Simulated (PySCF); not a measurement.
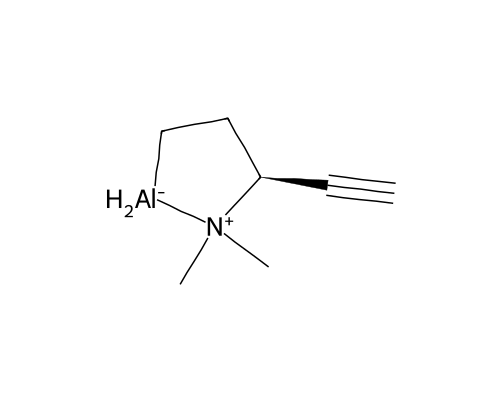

The picture comes from a calculation with PySCF.

Q: Give its SMILES.

A: C#C[C@@H]1C[CH2][AlH2-][N+]1(C)C

Q: What is the molecular formula?

A: C7H14AlN.

Q: An optimisation with PBE0-D3(BJ)/def2-SVP gave a structure of which point group?

A: C1.
